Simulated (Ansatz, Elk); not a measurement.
**How far do independent atoms describe Sc3AlSn?**

The structure of Sc3AlSn used here is made up (a known structure type with other elements) and was relaxed beforehand with PBEsol. The aim is the Fourier transform of its all-electron density, F(hkl), set beside the sum over free spherical atoms that refinements use.

Method: DFT, PBE, all-electron APW+lo, Dirac cores, scalar-relativistic bands, static density, no spin, in Elk 11.2.3 (patched build).

The structure was built from a prototype and need not be the compound's stable phase.

### Step 1. The starting structure

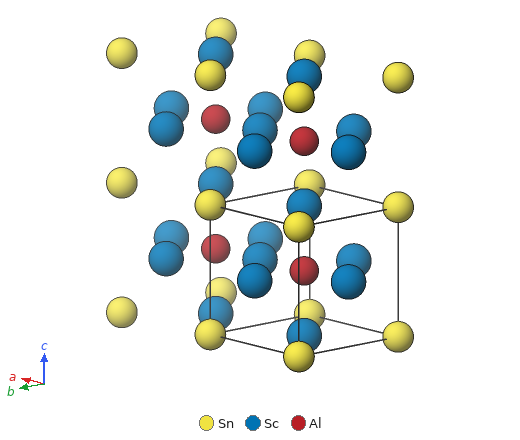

Start, viewed from a free direction; tin yellow, scandium blue, aluminium red. 2×1×2 cells are drawn. Some periodic images of atoms are drawn too.

### Step 2. Ground state and structure factors

An all-electron density is needed, since X-rays see the cores too. Task 0 finds the density and task 195 Fourier-transforms it; tshift is off so that phases refer to the origin typed.

Input file elk.in:

```
tasks
  0
  195

xctype
  20

spinpol
  .false.

rgkmax
  7.0

gmaxvr
  14.0

lmaxo
  7

lmaxapw
  8

swidth
  0.002

tshift
  .false.

ramdisk
  .false.

hmaxvr
  5.5

maxscl
  120

epspot
  1e-06

sppath
  './'

avec
  9.48753530356 0.00000000000 -0.00000000000
  0.00000000000 9.48753530356 0.00000000000
  -0.00000000000 0.00000000000 9.48753530356

atoms
  3
  'Sn.in'
  1
  0.0000000000 0.0000000000 -0.0000000000   0.000000 0.000000 0.000000
  'Sc.in'
  3
  0.5000000000 0.5000000000 -0.0000000000   0.000000 0.000000 0.000000
  0.5000000000 -0.0000000000 0.5000000000   0.000000 0.000000 0.000000
  -0.0000000000 0.5000000000 0.5000000000   0.000000 0.000000 0.000000
  'Al.in'
  1
  0.5000000000 0.5000000000 0.5000000000   0.000000 0.000000 0.000000

ngridk
  5 5 5
```

The run is started by

```
OMP_NUM_THREADS=4 elk
```

Numbers of over 12 decimals in the logs are rounded to 6 here.

Output:

```text
┌─────────────────────────┐
│ Elk code version 11.2.3 │
└─────────────────────────┘

All units are atomic (Hartree, Bohr, etc.)

┌─────────────────────────────────────────────────┐
│ Ground-state run starting from atomic densities │
└─────────────────────────────────────────────────┘

Lattice vectors :
   9.487535304       0.000000000      -0.000000000
   0.000000000       9.487535304       0.000000000
  -0.000000000       0.000000000       9.487535304

Reciprocal lattice vectors :
  0.6622568566      -0.000000000       0.000000000
  -0.000000000      0.6622568566      -0.000000000
   0.000000000      -0.000000000      0.6622568566

Unit cell volume      :    854.0046095
Brillouin zone volume :   0.2904553567

Muffin-tin inner radius fraction :   0.1000000000E-01

Nuclei treated as point charges

Species : 1 (Sn)
 parameters loaded from : Sn.in
 name : tin
 nuclear charge    :   -50.00000000
 electronic charge :    50.00000000
 atomic mass :    216395.0922
 muffin-tin radius :    2.600000000
 number of radial points in muffin-tin :   1193
 inner part over the whole radius :   0.9914297220E-02
 number on inner part of muffin-tin    :    850
 approximate nuclear radius :   0.8828114845E-04
 number of mesh points to nuclear radius :    428
 atomic positions (lattice), magnetic fields (Cartesian) :
  1 :   0.00000000  0.00000000  0.00000000    0.00000000  0.00000000  0.00000000

Species : 2 (Sc)
 parameters loaded from : Sc.in
 name : scandium
 nuclear charge    :   -21.00000000
 electronic charge :    21.00000000
 atomic mass :    81949.61073
 muffin-tin radius :    2.400000000
 number of radial points in muffin-tin :    993
 inner part over the whole radius :   0.9898716403E-02
 number on inner part of muffin-tin    :    698
 approximate nuclear radius :   0.6711386133E-04
 number of mesh points to nuclear radius :    323
 atomic positions (lattice), magnetic fields (Cartesian) :
  1 :   0.50000000  0.50000000  0.00000000    0.00000000  0.00000000  0.00000000
  2 :   0.50000000  0.00000000  0.50000000    0.00000000  0.00000000  0.00000000
  3 :   0.00000000  0.50000000  0.50000000    0.00000000  0.00000000  0.00000000

Species : 3 (Al)
 parameters loaded from : Al.in
 name : aluminium
 nuclear charge    :   -13.00000000
 electronic charge :    13.00000000
 atomic mass :    49184.33496
 muffin-tin radius :    2.200000000
 number of radial points in muffin-tin :    793
 inner part over the whole radius :   0.9821194981E-02
 number on inner part of muffin-tin    :    552
 approximate nuclear radius :   0.5839653600E-04
 number of mesh points to nuclear radius :    244
 atomic positions (lattice), magnetic fields (Cartesian) :
  1 :   0.50000000  0.50000000  0.50000000    0.00000000  0.00000000  0.00000000

Total number of atoms per unit cell :    5
Total muffin-tin volume :    291.9419221
 ratio of muffin-tin to unit cell volume :   0.3418505227

Spin treatment :
 spin-unpolarised

Number of Bravais lattice symmetries :   48
Number of crystal symmetries         :   48
Crystal has inversion symmetry
Real symmetric eigensolver will be used

k-point grid :      5     5     5
k-point offset :    0.000000000       0.000000000       0.000000000
k-point set is reduced with full crystal symmetry group
Total number of k-points :       10

Muffin-tin radius times maximum |G+k| :    7.000000000
 using average radius
Maximum |G+k| for APW functions       :    2.916666667
Maximum (1/2)|G+k|²                   :    4.253472222
Maximum |G| for potential and density :    14.00000000
Constant for pseudocharge density :    9
 order of it for each species :   16  16  16
 order of it for pair densities of each species (exact exchange by exxq0 0: 17) :   11  10   7
Radial integration step length :    1

G-vector grid sizes :     45    45    45
Number of G-vectors :    39607

Maximum angular momentum used for
 APW functions            :    8
 outer part of muffin-tin :    7
 inner part of muffin-tin :    2

Total nuclear charge    :   -126.0000000
[...]
exchange                    :     -295.30960606713
 correlation                 :     -5.858337
 electron entropic           :    -0.91977967069331E-03
 total energy                :     -8715.5767785506

Density of states at Fermi energy :    61.38329432
 (states/Hartree/unit cell)

Estimated indirect band gap :   0.6698963672E-02
 from k-point 4 to k-point 5
Estimated direct band gap   :   0.1211701206E-01
 at k-point 4

Charges :
 core                        :    64.00000000
 valence                     :    62.00000000
 interstitial                :    9.092393953
 muffin-tins (core leakage)
  species : 1 (Sn)
   atom 1                    :    47.73583727     (  0.6716169196E-04)
  species : 2 (Sc)
[...]
species : 3 (Al)
[...]
total in muffin-tins        :    116.9076060
 total calculated charge     :    125.9996258
 total charge                :    126.0000000
 error                       :   0.3741910184E-03

RMS change in Kohn-Sham potential (target) :   0.3816593394     (  0.1000000000E-05)
Absolute change in total energy (target)   :   0.2280051381     (  0.1000000000E-03)

[... loops 3 to 14 left out ...]

┌──────────────────┐
│ Loop number : 15 │
└──────────────────┘

Energies :
 Fermi                       :     0.185770
 sum of occupied eigenvalues :     -5204.8961721753
 electron kinetic            :      9060.8981438911
 core electron kinetic       :      8593.8938249095
 Coulomb                     :     -17474.198305086
 Coulomb potential           :     -13874.053480338
 nuclear-nuclear             :     -934.77296622589
 electron-nuclear            :     -19224.122660251
 Hartree                     :      2684.6973213903
 Madelung                    :     -10537.171564917
 xc potential                :     -391.74083572827
 exchange                    :     -295.41537534675
 correlation                 :     -5.861398
 electron entropic           :    -0.71324745748449E-03
 total energy                :     -8714.5776479276

Density of states at Fermi energy :    55.61924519
 (states/Hartree/unit cell)

Estimated indirect band gap :   0.1072615195E-02
 from k-point 2 to k-point 4
Estimated direct band gap   :   0.1175552164E-01
 at k-point 2

Charges :
 core                        :    64.00000000
 valence                     :    62.00000000
 interstitial                :    9.048850793
 muffin-tins (core leakage)
  species : 1 (Sn)
[...]
species : 2 (Sc)
[...]
species : 3 (Al)
[...]
total in muffin-tins        :    116.9511492
 total calculated charge     :    125.9995447
 total charge                :    126.0000000
 error                       :   0.4553240534E-03

RMS change in Kohn-Sham potential (target) :   0.3079746642E-06 (  0.1000000000E-05)
Absolute change in total energy (target)   :   0.6607335126E-04 (  0.1000000000E-03)

Convergence targets achieved

┌──────────────────┐
│ Loop number : 16 │
└──────────────────┘

Energies :
 Fermi                       :     0.185770
 sum of occupied eigenvalues :     -5204.8961726651
 electron kinetic            :      9060.8981516067
 core electron kinetic       :      8593.8938313220
 Coulomb                     :     -17474.198311702
 Coulomb potential           :     -13874.053487753
 nuclear-nuclear             :     -934.77296622589
 electron-nuclear            :     -19224.122665842
 Hartree                     :      2684.6973203660
 Madelung                    :     -10537.171567825
 xc potential                :     -391.74083651830
 exchange                    :     -295.41537539693
 correlation                 :     -5.861398
 electron entropic           :    -0.71324813092399E-03
 total energy                :     -8714.5776468747

Density of states at Fermi energy :    55.61928169
 (states/Hartree/unit cell)

Estimated indirect band gap :   0.1072605439E-02
 from k-point 2 to k-point 4
Estimated direct band gap   :   0.1175553207E-01
 at k-point 2

Charges :
 core                        :    64.00000000
 valence                     :    62.00000000
 interstitial                :    9.048850837
 muffin-tins (core leakage)
  species : 1 (Sn)
[...]
species : 2 (Sc)
[...]
atom 2                    :    19.11002384     ( -0.2163290436E-06)
   atom 3                    :    19.11002384     ( -0.2163290436E-06)
  species : 3 (Al)
   atom 1                    :    11.59502860     (  0.5090965227E-03)
 total in muffin-tins        :    116.9511492
 total calculated charge     :    125.9995447
 total charge                :    126.0000000
 error                       :   0.4553240438E-03

┌──────────────────────────────┐
│ Self-consistent loop stopped │
└──────────────────────────────┘

Warning : core states of species 3 leak from the muffin-tin :   0.5090965227E-03

Wrote STATE.OUT
```

Elapsed: 23 s, on 4 threads of Arm Neoverse V2, shared host; peak memory 0.23 GiB; 45 s of CPU time.

SFACRHO.OUT:

```text

h k l indices transformed by vhmat matrix:
   1.000000000       0.000000000       0.000000000    
   0.000000000       1.000000000       0.000000000    
   0.000000000       0.000000000       1.000000000    

      h      k      l  multipl.   |H|            Re(F)            Im(F)           |F|

      0      0      0      1   0.0000000       126.00000      0.62680985E-16   126.00000    
      0      0      1      6  0.66225686       16.345813      0.52290071E-14   16.345813    
      0     -1      1     12  0.93657263       37.586249     -0.49630997E-14   37.586249    
     -1     -1     -1      8   1.1470625       79.865505      0.82346386E-14   79.865505    
      0      0     -2      6   1.3245137       94.477649      0.99800606E-14   94.477649    
     -1     -2      0     24   1.4808513       15.787654     -0.66963369E-14   15.787654    
     -2      1      1     24   1.6221914       32.076886     -0.11058206E-13   32.076886    
     -2      2      0     12   1.8731453       82.453333      0.82466418E-14   82.453333    
     -2      1     -2     24   1.9867706       14.634546     -0.10752410E-13   14.634546    
     -3      0      0      6   1.9867706       14.448713     -0.69852650E-13   14.448713    
      0      3     -1     24   2.0942401       29.666274     -0.15432222E-13   29.666274    
      3     -1      1     24   2.1964575       60.895871     -0.26039283E-13   60.895871    
      2      2      2      8   2.2941250       74.051570     -0.22176424E-13   74.051570    
      0      3     -2     24   2.3878011       13.565828      0.52977392E-13   13.565828    
     -3      1      2     48   2.4779383       27.512278      0.39899386E-14   27.512278    
      4      0      0      6   2.6490274       67.662740     -0.13482902E-13   67.662740    
     -1      0      4     24   2.7305550       12.887591      0.11756774E-16   12.887591    
      2     -3     -2     24   2.7305550       12.844155     -0.48960932E-13   12.844155
```

Elk indexes on the primitive cell of elk.in and gives |H| = 4π sin θ/λ in inverse bohr. Below, one row stands for each form hkl of the conventional cell (m members, Friedel mates merged), F is for one primitive cell and the density is static (no thermal factor). Free-atom factors are Waasmaier and Kirfel's, and R is Σm||F|−|F'||/Σm|F|.

```csv
hkl,m,sin θ/λ (Å⁻¹),"abs F, DFT",neutral atoms,diff.
100,6,0.100,16.346,16.776,-0.430
110,12,0.141,37.586,37.184,+0.402
111,8,0.172,79.865,80.164,-0.299
200,6,0.199,94.478,94.999,-0.522
210,24,0.223,15.788,15.681,+0.107
211,24,0.244,32.077,32.440,-0.363
220,12,0.282,82.453,82.499,-0.046
221,24,0.299,14.634,14.514,+0.120
300,6,0.299,14.449,14.514,-0.065
310,24,0.315,29.666,29.676,-0.009
311,24,0.330,60.896,60.811,+0.085
222,8,0.345,74.052,73.993,+0.059
320,24,0.359,13.566,13.612,-0.046
321,48,0.373,27.512,27.549,-0.036
```

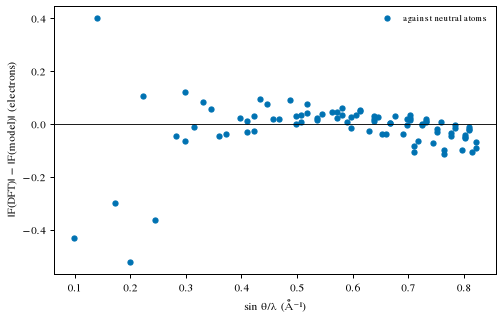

Difference between the calculated structure factors and the independent-atom ones.

### Step 3. The highest occupied states alone

An energy window below the Fermi level keeps the highest occupied states, to see at which angles they scatter; shallow core shells can lie inside it and anion s states outside. No new self-consistency is needed.

Edit elk.in of step 2 so:

```diff
@@ -1,3 +1,2 @@
 tasks
-  0
   195
@@ -40,2 +39,5 @@
 
+wsfac
+  -0.255220 0.485770
+
 sppath
```

The run is started by

```
OMP_NUM_THREADS=4 elk
```

Output:

```text
┌─────────────────────────────────┐
│ Elk code version 11.2.3 started │
└─────────────────────────────────┘

Info(readinput): the functional depends on the density's gradient
 muffin-tin radial points multiplied by    2.00000
 (not where nrmtscf is given)

┌────────────────────┐
│ Current task : 195 │
└────────────────────┘

Info(sfacrho): density structure factors written to SFACRHO.OUT

 Energy window :  -0.2552200000      0.4857700000

┌──────────────────┐
│ Elk code stopped │
└──────────────────┘
```

It took 13 s on 4 threads; peak memory 0.16 GiB.

States within 12 eV below the Fermi level hold 16.00 electrons; any levels below the window count with the cores. Their amplitudes can exceed the total, where window and core parts have opposite phase:

```
hkl  sin θ/λ (Å⁻¹)  abs F, window  abs F, all
100          0.100          1.184      16.346
110          0.141          1.512      37.586
111          0.172          1.228      79.865
200          0.199          0.944      94.478
210          0.223          0.210      15.788
211          0.244          0.654      32.077
220          0.282          0.427      82.453
221          0.299          0.140      14.634
300          0.299          0.322      14.449
310          0.315          0.328      29.666
```

### Step 4. Another functional

The difference from free atoms is small, so it is set against the change that LDA (Perdew-Wang) makes.

Edit elk.in of step 3 so:

```diff
@@ -1,2 +1,3 @@
 tasks
+  0
   195
@@ -4,3 +5,3 @@
 xctype
-  20
+  3
 
@@ -39,5 +40,2 @@
 
-wsfac
-  -0.255220 0.485770
-
 sppath
```

The run is started by

```
OMP_NUM_THREADS=4 elk
```

Output:

```text
┌─────────────────────────┐
│ Elk code version 11.2.3 │
└─────────────────────────┘

All units are atomic (Hartree, Bohr, etc.)

┌─────────────────────────────────────────────────┐
│ Ground-state run starting from atomic densities │
└─────────────────────────────────────────────────┘

Lattice vectors :
   9.487535304       0.000000000      -0.000000000
   0.000000000       9.487535304       0.000000000
  -0.000000000       0.000000000       9.487535304

Reciprocal lattice vectors :
  0.6622568566      -0.000000000       0.000000000
[...]
species : 1 (Sn)
[...]
species : 2 (Sc)
[...]
atom 3                    :    19.12823208     ( -0.3512600291E-05)
  species : 3 (Al)
   atom 1                    :    11.60501138     (  0.5377382586E-03)
 total in muffin-tins        :    117.0490672
 total calculated charge     :    125.9995141
 total charge                :    126.0000000
 error                       :   0.4859232847E-03

┌──────────────────────────────┐
│ Self-consistent loop stopped │
└──────────────────────────────┘

Warning : core states of species 3 leak from the muffin-tin :   0.5377382586E-03

Wrote STATE.OUT
[key lines of the parts left out:]
total energy                :     -8703.2064819894
```

Wall time 14 s (4 threads); peak memory 0.18 GiB; 29 s of CPU time.

Against the first run R = 0.05 %; the largest change is -0.061 at 220.

### Step 5. Basis size

The basis and the expansions that go with it are enlarged, to see whether the differences are converged.

Edit elk.in of step 4 so:

```diff
@@ -5,3 +5,3 @@
 xctype
-  3
+  20
 
@@ -11,12 +11,12 @@
 rgkmax
-  7.0
+  8.5
 
 gmaxvr
-  14.0
+  18.0
 
 lmaxo
-  7
+  9
 
 lmaxapw
-  8
+  10
```

The run is started by

```
OMP_NUM_THREADS=4 elk
```

Output:

```text
┌─────────────────────────┐
│ Elk code version 11.2.3 │
└─────────────────────────┘

All units are atomic (Hartree, Bohr, etc.)

┌─────────────────────────────────────────────────┐
│ Ground-state run starting from atomic densities │
└─────────────────────────────────────────────────┘

Lattice vectors :
   9.487535304       0.000000000      -0.000000000
   0.000000000       9.487535304       0.000000000
  -0.000000000       0.000000000       9.487535304

Reciprocal lattice vectors :
  0.6622568566      -0.000000000       0.000000000
[...]
species : 1 (Sn)
[...]
species : 2 (Sc)
[...]
atom 3                    :    19.11765952     ( -0.2163276474E-06)
  species : 3 (Al)
   atom 1                    :    11.59527628     (  0.5089113454E-03)
 total in muffin-tins        :    116.9787789
 total calculated charge     :    125.9994317
 total charge                :    126.0000000
 error                       :   0.5682577644E-03

┌──────────────────────────────┐
│ Self-consistent loop stopped │
└──────────────────────────────┘

Warning : core states of species 3 leak from the muffin-tin :   0.5089113454E-03

Wrote STATE.OUT
[key lines of the parts left out:]
total energy                :     -8714.5921434667
```

The job ended after 57 s (4 threads; peak memory 0.46 GiB; 1.9 min of CPU time).

Against the first run R = 0.01 %; the largest change is -0.011 at 420.

### Step 6. Settings against the effect

```csv
run,R against the first run (%),"R against neutral atoms, low angle (%)",wall time
"PBE, rgkmax 7",0.00,0.65,23 s
LDA (Perdew-Wang),0.05,0.65,14 s
rgkmax 8.5 with larger expansions,0.01,0.64,57 s
```

### Step 7. What came out

| Item | Value |
| --- | --- |
| R against neutral atoms, sin θ/λ < 0.3 Å⁻¹ | 0.65 % |
| R against neutral atoms, 0.3 to 0.82 Å⁻¹ | 0.15 % |

What this shows: Independent neutral atoms miss the calculated amplitudes by R = 0.65 % below 0.3 Å⁻¹ and 0.15 % from there to 0.82 Å⁻¹; by shells, 1.35 % below 0.15 Å⁻¹ (2 forms), 0.55 % 0.15 to 0.3 (7 forms), 0.13 % 0.3 to 0.45 (12 forms), 0.16 % above 0.45 (67 forms). Bonding, aspherical density and the tables' own atoms all enter these figures, and the runs don't part them. The largest change of an amplitude is -0.52 electrons, at 200. The window's part falls from 16.0 electrons at the origin to at most 0.29 between 0.45 and 0.82 Å⁻¹. Below 0.3 Å⁻¹ the changes that finished (LDA (Perdew-Wang) and rgkmax 8.5 with larger expansions) move F by R = 0.04 % at most, against the 0.65 % that separates it from free atoms. The k-mesh has no finished test. Part of the difference isn't bonding: the tables are fits to free atoms and ions calculated by other methods than this functional. Thermal motion, anomalous dispersion and extinction are left out.

[Logs are printed without paths, hosts, clocks, repeated set-up lines and the standing remarks that a program may print on its own settings, such as how far it seeks lower states.]

[Hosts, paths, dates, database ids (printed as entryN), source tags and the programs' standing remarks are cut or masked in the printed files.]
